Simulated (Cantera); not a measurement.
Input: 1 mol PbO, 0.01 mol O2, 9.9 mol N2, equilibrated at 18.0 mbar.

Method: chemical equilibrium by Gibbs-energy minimisation in Cantera with the NASA 1993 tables (ideal gas, pure condensed phases). Candidate condensed phases: Pb, PbO, PbO2, Pb3O4; 12 gas species. Rates play no part.

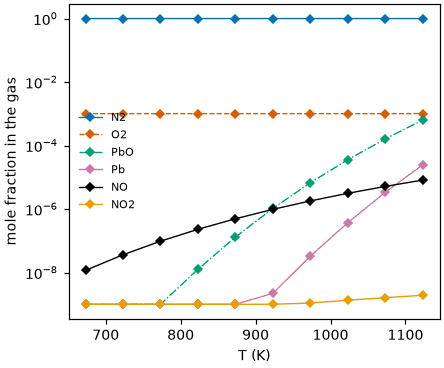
Fig. 1. Equilibrium gas composition (values under 1e-9 drawn at 1e-9)

From 673 K to 723 K the condensed part is PbO(red). From 773 K to 1123 K the condensed part is PbO(yellow).
